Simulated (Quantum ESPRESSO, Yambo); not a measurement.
# A GW chain in Yambo: SnTe (Fm-3m), part 3 of 3

Aim: the G0W0 gap of SnTe (Fm-3m) on PBE, step by step.

Quantum ESPRESSO 7.5 and Yambo 5.3.0; PBE and many-body steps on it, plane waves. Known limits of the many-body steps: not at the basis limit; model gap, bands may invert with spin-orbit coupling; no spin-orbit coupling; coarse k mesh.

So far. Step 3 (Bands along the symmetry lines): The gap is 0.093 eV, as in the run before at this level. Step 4 (Empty states on the mesh, 4×4×4 mesh, 129 bands): On this mesh the gap is 0.093 eV.

The database entry behind the starting cell differs from later determinations by our own check (about 0.3 % short), so it need not match the best structure at ambient conditions.

## Step 6: Screening and self-energy, 4×4×4 mesh, 129 bands, screening to 156.5 eV

G0W0 replaces the xc potential by the self-energy, built once from these orbitals. Only a window of levels is corrected, while the sums run over the empty bands that the input names.

This step: G0W0 on PBE, plane waves, norm-conserving pseudopotentials.

Input file gw1.in:

```
HF_and_locXC
gw0
dyson
ppa
em1d
rim_cut
RandQpts= 1000000
RandGvec= 1 RL
EXXRLvcs= 88 Ry
VXCRLvcs= 352 Ry
Chimod= "HARTREE"
% BndsRnXp
 1 | 129 |
%
NGsBlkXp= 11.5 Ry
% LongDrXp
 1 | 1 | 1 |
%
% GbndRnge
 1 | 129 |
%
DysSolver= "n"
ExtendOut
PPAPntXp= 27.21138 eV
% QPkrange
 3 | 3 | 22 | 25 |
 1 | 1 | 22 | 25 |
%
```

Started as:

```sh
OMP_NUM_THREADS=1 mpirun -n 4 yambo -F gw1.in -J gw1 -C gw1 > gw1.log
```

Log:

```text
 Yambo, version 5.3.0

 [02] CORE Variables Setup
 =========================

  [... cell, symmetries and grids as in the set-up ...]

  [02.05] Energies & Occupations
  ==============================

  [X] === General ===
  [X] Electronic Temperature                        :  0.000000  0.000000 [eV K]
  [X] Bosonic    Temperature                        :  0.000000  0.000000 [eV K]
  [X] Finite Temperature mode                       : no
  [X] El. density                                   :  0.73527E+24 [cm-3]
  [X] Fermi Level                                   :  11.48335 [eV]

  [X] === Gaps and Widths ===
  [X] Conduction Band Min                           :  0.093469 [eV]
  [X] Valence Band Max                              :  0.000000 [eV]
  [X] Filled Bands                                  :  23
  [X] Empty Bands                                   :   24  129
  [X] Direct Gap                                    :  0.093469 [eV]
  [X] Direct Gap localized at k                     :  3
  [X] Indirect Gap                                  :  0.093469 [eV]
  [X] Indirect Gap between kpts                     :  3  3
  [X] Last valence band width                       :  3.754438 [eV]
  [X] 1st conduction band width                     :  3.246796 [eV]

 [03] Transferred momenta grid and indexing
 ==========================================

 IBZ Q-points                                      :   8
 BZ  Q-points                                      :   64

 K/Q-points units:
 rlu = crystal or reduced units; cc = cartesian coordinates; iku = interal k-units

 Q [1]          [rlu]:  0.000000  0.000000  0.000000
 Q [2]          [rlu]:  0.78548E-18  0.78548E-18  0.25000
 Q [3]          [rlu]: -0.15710E-17 -0.15710E-17 -0.50000
 Q [4]          [rlu]:  0.24960E-17  0.25000      0.25000
 Q [5]          [rlu]:  0.87758E-16  0.25000      0.50000
 Q [6]          [rlu]: -0.15710E-17  0.25000     -0.25000
 Q [7]          [rlu]: -0.49919E-17 -0.50000     -0.50000
 Q [8]          [rlu]:  0.250000 -0.500000 -0.250000

 [04] Coloumb potential Random Integration (RIM)
 ===============================================

  [04.01] RIM initialization
  ==========================

  * Diagonal components only detected *

  8 x (sBL volume)        :  0.073441 [a.u.]
  sBZ random points       :  1000000
  Points outside the sBZ  :   7987327
  RL volume               :  0.587530 [a.u.]
  Integrated volume       :  0.588462 [a.u.]

  [04.02] RIM integrals
  =====================

  Gamma point sphere radius             :  0.075962 [a.u.]
  Points outside the sphere             :   799513
  [Int_sBZ(q=0) 1/q^2]*(Vol_sBZ)^(-1/3) =:  7.764325
                                 should be <:  7.795600

  Summary of Coulomb integrals for non-metallic bands |Q|[au] RIM/Bare

  Q [1] 0.100000E-4 0.995988 * Q [2] 0.228467 1.065884
  Q [4] 0.263811 1.064776 * Q [6] 0.373085 1.027759
  Q [5] 0.437481 1.020378 * Q [3] 0.456934 1.018308
  Q [7] 0.527622 1.014848 * Q [8] 0.589900 1.011804

 [05] Dipoles
 ============

  [05.01] Setup: observables and procedures
  =========================================

 [06] Dynamic Dielectric Matrix (PPA)
 ====================================

 [WR./gw1//ndb.pp]---------------------------------------------------------------
  Brillouin Zone Q/K grids (IBZ/BZ)                :    8   64    8   64
  RL vectors                                       :   7119 [WF]
  Coulomb cutoff potential                         : none
  Electronic Temperature                           :  0.000000 [K]
  Bosonic    Temperature                           :  0.000000 [K]
  PPA    diel. fun.  energies                      : Perdew, Burke & Ernzerhof(X)+Perdew, Burke & Ernzerhof(C)
  wavefunctions                                    : Perdew, Burke & Ernzerhof(X)+Perdew, Burke & Ernzerhof(C)
  Global Gauge                                     : length
  X matrix size                                    :   331
  X band range                                     :    1  129
  X e/h energy range                               : -1.000000 -1.000000 [eV]
  X Time ordering                                  : R
  X Hxc Kernel                                     : HARTREE
  X Drude frequency                                :  0.000000  0.000000
  X poles                                          :  100.0000 [o/o]
  RL vectors in the sum                            :   7119
  [r,Vnl] included                                 : yes
  Field direction                                  :  0.577350E-5  0.577350E-5  0.577350E-5
  BZ energy Double Grid                            : no
  BZ energy DbGd points                            : 0
  BZ Q point size factor                           : -1.000000
  X Optical Averaged directions                    : none

 [07] Local Exchange-Correlation + Non-Local Fock
 ================================================

 [VXC] Plane waves :   47183
 [EXS] Plane waves :   5985

 QP @ state[ 1 ] K range:  1  1
 QP @ state[ 1 ] b range:  22  25
 QP @ state[ 2 ] K range:  3  3
 QP @ state[ 2 ] b range:  22  25

 [xc] Functional : Perdew, Burke & Ernzerhof(X)+Perdew, Burke & Ernzerhof(C)
 [xc] LIBXC used to calculate xc functional
  PP Number of Atomic Species                      :  2
  NLCC RL compoments                               :   47183
  PP Number of Atomic Species                      :  2
  NLCC RL compoments                               :   47183

 [xc] E_xc :  -38.22813 [Ha]
      E_xc :  -76.45626 [Ry]

  Local XC kind (lXC) : Perdew, Burke & Ernzerhof(X)+Perdew, Burke & Ernzerhof(C)
  Non-Local XC kind (nlXC) : Hartree-Fock

  Corrections @ K [1] :  [eV]
 <22|nlXC|22> = -14.29187 -0.15000E-16 <22|lXC|22> = -12.44775  0.55457E-20
 <23|nlXC|23> = -14.29174 -0.21361E-16 <23|lXC|23> = -12.44775 -0.75401E-20
 <24|nlXC|24> = -7.136385 -0.41242E-18 <24|lXC|24> = -11.81318  0.70666E-16
 <25|nlXC|25> = -7.136099 -0.69027E-17 <25|lXC|25> = -11.81317  0.27079E-19

  Corrections @ K [3] :  [eV]
 <22|nlXC|22> = -14.32862  0.41714E-18 <22|lXC|22> = -12.65401  0.94411E-16
 <23|nlXC|23> = -9.801044 -0.41387E-17 <23|lXC|23> = -10.69261 -0.94383E-16
 <24|nlXC|24> = -10.79424  0.16387E-17 <24|lXC|24> = -13.05654  0.18292E-15
 <25|nlXC|25> = -7.843546  0.11426E-18 <25|lXC|25> = -10.89101  0.93960E-16

 [08] Dyson equation: Newton solver
 ==================================

  [08.01] G0W0 (W PPA)
  ====================

  [  GW  ] Bands range     :    1  129
  [GW/PPA] G damping       :  0.100000 [eV]

  QP @ state[ 1 ] K range:  1  1
  QP @ state[ 1 ] b range:  22  25
  QP @ state[ 2 ] K range:  3  3
  QP @ state[ 2 ] b range:  22  25

   Sc/G bands                                       :    1  129
   Sc/G damping                                     :  0.100000 ev
   Sc bands terminator                              : no
   Sx RL components                                 :   5985

   QP @ state[ 1 ] K range                          :  1  1
   QP @ state[ 1 ] b range                          :  22  25
   QP @ state[ 2 ] K range                          :  3  3
   QP @ state[ 2 ] b range                          :  22  25
   GF energies kind                                 : Perdew, Burke & Ernzerhof(X)+Perdew, Burke & Ernzerhof(C)
   GF WF`s kind                                     : Perdew, Burke & Ernzerhof(X)+Perdew, Burke & Ernzerhof(C)
   Xs energies kind                                 : Perdew, Burke & Ernzerhof(X)+Perdew, Burke & Ernzerhof(C)
   Xs WF`s kind                                     : Perdew, Burke & Ernzerhof(X)+Perdew, Burke & Ernzerhof(C)

 [11] Game Over & Game summary
```

It took 3.8 min on 4 MPI ranks of Arm Neoverse V1, shared host; peak memory 2.3 GiB; 15 min of CPU time.

This step gave:

```yaml
g0w0_gap_on_the_points_computed: 0.1847 eV
starting_gap_on_the_mesh: 0.09347 eV
k_of_the_valence_top: 0, 0, -0.5
k_of_the_conduction_bottom: 0, 0, -0.5
least_direct_g0w0_gap_on_the_computed_points: 0.1847 eV
z_at_the_valence_top: 0.7918
z_at_the_conduction_bottom: 0.7859
```

The gap on the mesh goes from 0.09 eV to 0.18 eV, a correction of +0.09 eV.

Limits: finite bands, cutoff and mesh; model gap, bands may invert with spin-orbit coupling; no spin-orbit coupling; coarse k mesh. v1 is the top filled band, c1 the lowest empty one. The levels before and after the correction (eV, zero at the valence-band top of each column):

|  | conduction bottom | valence top |
| --- | --- | --- |
| Kohn-Sham | 0.09 | 0.00 |
| G0W0 | 0.18 | 0.00 |

|  | level | energy (eV) |
| --- | --- | --- |
| Kohn-Sham | (0 0 -0.5) v2 | -1.821 |
| Kohn-Sham | (0 0 -0.5) v1 | 0.000 |
| Kohn-Sham | (0 0 -0.5) c1 | 0.093 |
| Kohn-Sham | (0 0 -0.5) c2 | 0.357 |
| G0W0 | (0 0 -0.5) v2 | -1.986 |
| G0W0 | (0 0 -0.5) v1 | 0.000 |
| G0W0 | (0 0 -0.5) c1 | 0.185 |
| G0W0 | (0 0 -0.5) c2 | 0.337 |

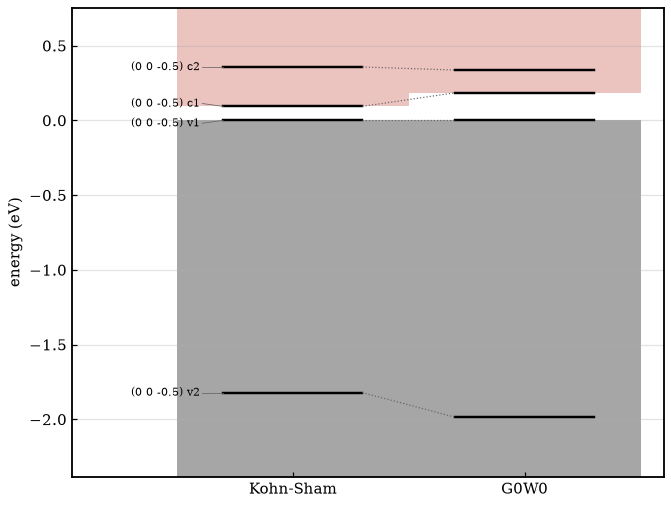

Levels before and after the correction. Shaded: valence and conduction bands.

## Step 7: Where the time went

Times are wall times on the hardware named with each run, good to a factor of about two.

| step | time | share | memory (GiB) |
| --- | --- | --- | --- |
| ground state | 17 s | 6 % | 0.36 |
| bands along the symmetry lines | 11 s | 4 % | 0.29 |
| empty states on the mesh | 20 s | 7 % | 0.49 |
| conversion and set-up | 3.3 s | 1 % | 0.26 |
| screening and self-energy | 3.8 min | 82 % | 2.3 |

## Step 8: Results

* PBE gap: 0.09 eV, direct
* G0W0 gap on the mesh: 0.18 eV
* GW settings: 4×4×4 mesh, 129 bands, screening to 156.5 eV, Godby-Needs plasmon pole
* known limits: not at the basis limit; model gap, bands may invert with spin-orbit coupling; no spin-orbit coupling; coarse k mesh

**Reading.** G0W0 moves the gap on the mesh from 0.09 eV to 0.18 eV (+0.09 eV), with Z of 0.79 and 0.79 at the edges. Only 2 of the mesh's irreducible points were corrected, so a valley elsewhere could overtake. The dearest step here is «screening and self-energy». Bands and cutoff are finite, so the gap is not at the basis limit. The miss can reach some tenths of an eV and take either sign; the mesh is an error of its own. In the G0W0 run levels were corrected at 2 k points alone, so a gap called «on the mesh» is the least over those, and an edge elsewhere would be missed. The 4×4×4 mesh is coarse for this cell, which bears on the long-range parts of exchange and screening. With atoms this heavy and so narrow a gap, spin-orbit coupling can invert the bands. These scalar-relativistic gaps are then model values, not to be set against experiment, and a spin-orbit change taken from DFT can't simply be added.

[Paths, hosts, dates, memory and timing lines, banners, echoed tables and standing remarks are left out of the program output.]

[Logs are printed without paths, hosts, clocks, repeated set-up lines and the standing remarks that a program may print on its own settings, such as how far it seeks lower states.]

[Runs of the session that timed out or met a known fault of the program may be left out.]

[Hosts, paths, dates, database ids (printed as entryN), source tags and the programs' standing remarks are cut or masked in the printed files.]
